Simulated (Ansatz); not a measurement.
# BCl2 (SMILES Cl[B]Cl) at 6 levels

Aim: a comparison of 6 runs (U-revPBE/STO-3G, UB3LYP/STO-3G, UHSE06/STO-3G, UPBE/STO-3G, USVWN5/STO-3G, UMP2/STO-3G) of BCl2. 

Program for the calculation: Ansatz 0.2.0.

38 further runs of the same task are left out: 4 that didn't finish, 34 set aside as unsound or not needed.

### 1 The molecule

BCl2: 3 atoms, total charge 0, spin state doublet. As SMILES, `Cl[B]Cl`. The B2–Cl1 distance was set to 4.299 Å, away from the relaxed value. At this shape a bond of the SMILES string is far longer than usual.

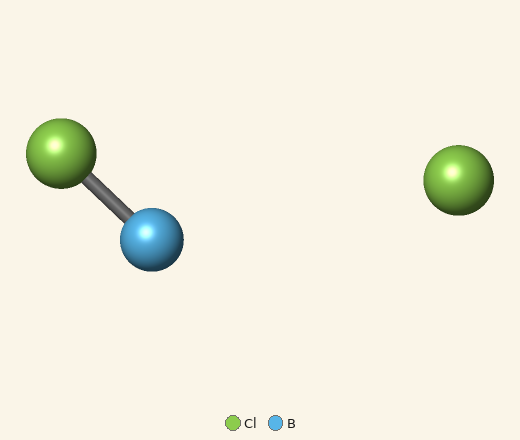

Viewed from a chosen angle; chlorine green, boron blue.

### 2 The energy at U-revPBE/STO-3G (run 1)

run.yaml reads:

```yaml
basis:
  gaussian: {orbitals: STO-3G}
crystal:
  periodic: [false, false, false]
  atoms:
    - symbol: Cl
      position_ang: [1.624612, -3.738571, 0.460354]
    - symbol: B
      position_ang: [-0.463900, -0.050300, -0.256900]
    - symbol: Cl
      position_ang: [0.081500, 1.511100, 0.213700]
hamiltonian: {xc: {name: revPBE}}
accuracy: high
magnetization: {spin_polarized: true, initial_magnetization: 1}
```

On the command line:

```sh
$ ansatz run run.yaml --threads 1 --pin off --max-ram 2610MiB --events-out events.jsonl --progress --plain --runs-dir runs
```

The program printed:

```text
Warning: RAYON_NUM_THREADS=1 ignored (pool sized by the plan → 1); use --threads N
Functional definition: revPBE
  name "revPBE"
  parameter kappa = 1.245
  parameter beta = 0.06672455060314922
  exchange = pbe_x(kappa = kappa, mu = beta*pi^2/3)
  correlation = pbe_c(beta = beta)
362 factors; integrals over basis functions are off by at most 1.5e-8 eV
mean field evaluation 1: about -25423.5743 eV, gradient 1.2e1 eV
mean field evaluation 2: about -25134.5285 eV, gradient 3.4e1 eV
mean field evaluation 4: about -25138.3761 eV, gradient 2.6e1 eV
mean field evaluation 8: about -25424.8635 eV, gradient 5.4e0 eV
mean field evaluation 16: about -25431.0090 eV, gradient 7.8e-3 eV
mean field evaluation 32: about -25430.9981 eV, gradient 3.6e-2 eV
mean field evaluation 64: about -25431.0025 eV, gradient 3.6e-2 eV
mean field evaluation 96: about -25430.9888 eV, gradient 4.1e-2 eV
mean field -25431.00905612 eV, -934.5723450555 hartree, gradient 2.8e-8 eV, S^2 0.750777; 8 other end points of the search recorded, 0 dependent functions left out
reference -25431.00905851 eV, -934.5723451433 hartree; 20, 19 occupied and 3, 4 virtual orbitals, 362 factors
Total energy: -25431.00905851 eV, -934.5723451433 hartree
```

It took 7.5 s on 1 thread of Arm Neoverse V1, shared host; peak memory 0.12 GiB.

### 3 The energy at UB3LYP/STO-3G (run 2)

molecule.yaml reads:

```yaml
crystal:
  periodic: [false, false, false]
  atoms:
    - symbol: Cl
      position_ang: [1.624612, -3.738571, 0.460354]
    - symbol: B
      position_ang: [-0.463900, -0.050300, -0.256900]
    - symbol: Cl
      position_ang: [0.081500, 1.511100, 0.213700]
basis:
  gaussian:
    orbitals: STO-3G
magnetization:
  spin_polarized: true
  initial_magnetization: 1
accuracy: high
total_charge: 0
hamiltonian:
  xc: {name: B3LYP}
```

On the command line:

```sh
$ ansatz run molecule.yaml --threads 1 --pin off --max-ram 2610MiB --events-out events.jsonl --progress --plain --runs-dir runs
```

The program printed:

```text
Warning: RAYON_NUM_THREADS=1 ignored (pool sized by the plan → 1); use --threads N
Functional definition: B3LYP
  name "B3LYP"
  parameter a0 = 0.2
  parameter ax = 0.72
  parameter ac = 0.81
  exchange = (1 - a0 - ax)*slater_x + ax*b88_x + a0*exact_x
  correlation = (1 - ac)*vwn_rpa_c + ac*lyp_c
362 factors; integrals over basis functions are off by at most 1.5e-8 eV
mean field evaluation 1: about -25427.7240 eV, gradient 1.3e1 eV
mean field evaluation 2: about -25139.6760 eV, gradient 3.3e1 eV
mean field evaluation 4: about -25143.3145 eV, gradient 2.7e1 eV
mean field evaluation 8: about -25429.0576 eV, gradient 7.0e0 eV
mean field evaluation 16: about -25435.3751 eV, gradient 4.8e-2 eV
mean field evaluation 32: about -25435.3649 eV, gradient 7.6e-2 eV
mean field -25435.37674722 eV, -934.7328547428 hartree, gradient 1.6e-8 eV, S^2 0.750974; 4 other end points of the search recorded, 0 dependent functions left out
reference -25435.37677847 eV, -934.7328558911 hartree; 20, 19 occupied and 3, 4 virtual orbitals, 362 factors
Total energy: -25435.37677847 eV, -934.7328558911 hartree
```

It took 4.8 s on 1 thread of Arm Neoverse V1, shared host; peak memory 0.13 GiB.

Runs 3 to 5 aren't shown in full; the table further down has their settings and results.

### 4 A single-point energy at UMP2/STO-3G (run 6)

in.yaml reads:

```yaml
crystal:
  periodic: [false, false, false]
  atoms:
    - {symbol: Cl, position_ang: [1.624612, -3.738571, 0.460354]}
    - {symbol: B, position_ang: [-0.463900, -0.050300, -0.256900]}
    - {symbol: Cl, position_ang: [0.081500, 1.511100, 0.213700]}
basis:
  gaussian:
    orbitals: STO-3G
magnetization:
  spin_polarized: true
  initial_magnetization: 1
correlation:
  method: mp2
  frozen_orbitals: {B: 1, Cl: 5}
accuracy: high
```

On the command line:

```sh
$ ansatz run in.yaml --threads 1 --pin off --max-ram 2610MiB --events-out events.jsonl --progress --plain --runs-dir runs
```

The program printed (excerpt; [...] marks lines left out):

```text
Warning: RAYON_NUM_THREADS=1 ignored (pool sized by the plan → 1); use --threads N
Functional definition: HF
  name "HF"
[...]
362 factors; integrals over basis functions are off by at most 1.5e-8 eV
[...]
mean field -25399.03133237 eV, -933.3971853829 hartree, gradient 1.2e-8 eV, S^2 1.074049; 21 other end points of the search recorded, 0 dependent functions left out
11 core orbitals not correlated: weight in the atoms' cores, before any rotation towards them, 1.000 or more for the frozen orbitals, at most 0.000 for the correlated occupied ones
reference -25399.03133237 eV, -933.3971853829 hartree; 9, 8 occupied and 3, 4 virtual orbitals, 362 factors
second order -0.83960750 eV of doubles, -0.00000000 eV of singles
Total energy: -25399.87093987 eV, -933.4280403893 hartree
```

Wall time 3.3 s (1 thread of Arm Neoverse V1, shared host).

### 5 The series

```tsv
run	level	frozen core orbitals	energy (Eh)	⟨S²⟩	wall time
1	U-revPBE/STO-3G	–	-934.572345	0.751	7.5 s
2	UB3LYP/STO-3G	–	-934.732856	0.751	4.8 s
3	UHSE06/STO-3G	–	-934.418532	0.752	5.7 s
4	UPBE/STO-3G	–	-934.290876	0.751	7.5 s
5	USVWN5/STO-3G	–	-931.382360	0.750	4.2 s
6	UMP2/STO-3G	11	-933.428040	1.074	3.3 s
```

### 6 Summary of results

| quantity | value |
| --- | --- |
| run 6: total energy | -933.42804 Eh |
| run 6: correlation energy (11 core orbitals frozen) | -30.9 mEh |
| run 6: ⟨S²⟩ of the reference determinant | 1.074 |

In words: Totals of different functionals can't be ranked against each other. In runs 1, 2, 3, 4, 5, 6 the basis is minimal, so the values are rough. Spin contamination of the reference: run 6 ⟨S²⟩ = 1.07. All runs together took 33 s, the longest 7.5 s.
